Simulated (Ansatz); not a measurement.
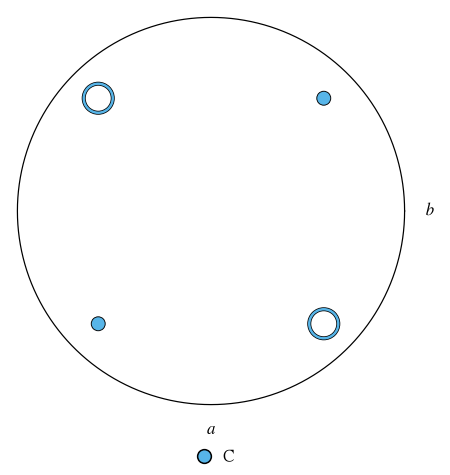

Crystal: K₃C₄, coordinates from a relaxation with Ansatz 0.2.0, DFT PBE, scalar-relativistic, plane waves, PAW; the starting structure was generated, so it need not be a known form of this composition. Directions from one potassium atom at (0, 0, 1/2) to its bonded neighbours, in stereographic projection down c (filled: above the plane of the page or in it, open: below). Symmetry computed with spglib at a tolerance of 0.002 Å; standard conventional cell.

Neighbours are counted up to 3.40 Å for C.

```cif
data_structure
_symmetry_space_group_name_H-M 'P 1'
_symmetry_Int_Tables_number 1
_cell_length_a 5.1570
_cell_length_b 5.1570
_cell_length_c 5.1570
_cell_angle_alpha 90.000
_cell_angle_beta 90.000
_cell_angle_gamma 90.000
_cell_volume 137.15
loop_
_atom_site_label
_atom_site_type_symbol
_atom_site_fract_x
_atom_site_fract_y
_atom_site_fract_z
_atom_site_occupancy
K1 K 0.00000 0.00000 0.50000 1
K2 K 0.00000 0.50000 0.00000 1
K3 K 0.50000 0.00000 0.00000 1
C1 C 0.39187 0.39187 0.39187 1
C2 C 0.39187 0.60813 0.60813 1
C3 C 0.60813 0.39187 0.60813 1
C4 C 0.60813 0.60813 0.39187 1
```

Question: How many neighbours are there, and at what angles?

Answer: 4: 4 C at 2.91 Å. Angles between bonds: 92° (4×), 158° (2×).

Question: What is the site's symmetry in the crystal?

Answer: Point group -42m (D2d), order 8: one −4 axis, two twofold axes, two mirror planes. In P-43m, No. 215 this is Wyckoff position 3d.
